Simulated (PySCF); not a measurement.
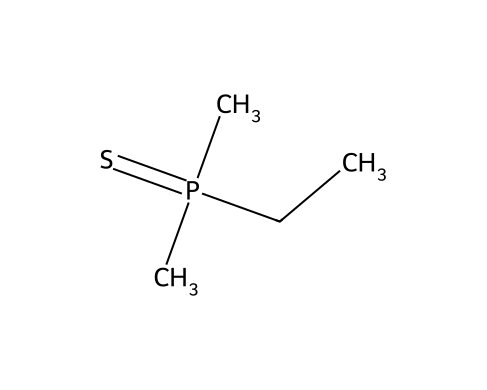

The computed structure is the end point of a GFN2-xTB optimisation. No frequency run is at hand to confirm it as a minimum. Method: PBE0/pcSseg-1, gas phase (PySCF 2.14.0).

Predict the main results.

The species is C₄H₁₁PS (`CCP(C)(C)=S`).
- dipole moment: 4.74 D
- HOMO energy (Kohn–Sham orbital): −6.32 eV
- LUMO energy (Kohn–Sham orbital): 0.87 eV
- HOMO–LUMO gap: 7.19 eV

The geometry is semi-empirical. Around P such bond lengths and angles can be off by a tenth of an ångström or more and by several degrees, and values that hang on the shape move with them.
